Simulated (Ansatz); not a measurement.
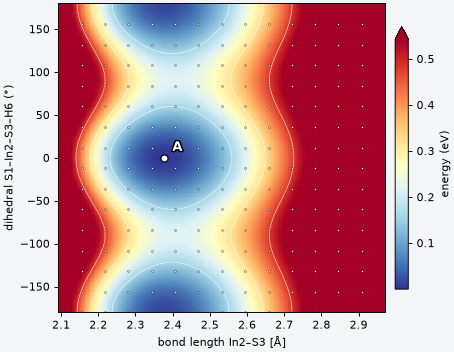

H₃InS₂, SMILES [SH][InH][SH]. 
- Coordinates scanned: (1) bond length In2–S3; (2) dihedral S1–In2–S3–H6.
- Nothing is relaxed (all other coordinates rigid).
- The grid has 15 × 15 points; 213 points were computed and 12 follow by symmetry.
- Points are written as (first, second).
- Energies are in eV, from the relaxed molecule at the same level.
- Theory: Ansatz, RKS PBE0-D4/def2-TZVP.

Drawn: a smooth colour map with a few white contour lines, dots at the grid points, one colour for all values above the top of the scale, the point A. Between grid points the surface is interpolated.

Question: What is the easiest way out of the well at A, and how high is the barrier?

Answer: The easiest path leads from the well at about (2.38 Å, 0°) to the well at about (2.38 Å, −180°), about 0.013 eV higher (on a rigid scan; wells that are mirror images or exchange like atoms can differ by this much). Its highest point lies about 0.22 eV above the bottom of the first well on the interpolated surface, at about (2.41 Å, −90°). The start is the relaxed structure and all else is held, so a fully relaxed path at this level can only be lower.

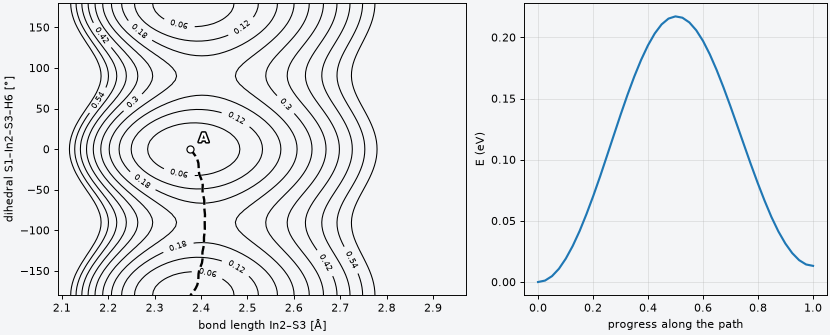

In the figure: contour lines labelled in eV (none above 0.6), a line along the lowest path, the energy along the path at the right. Between grid points the surface is interpolated.
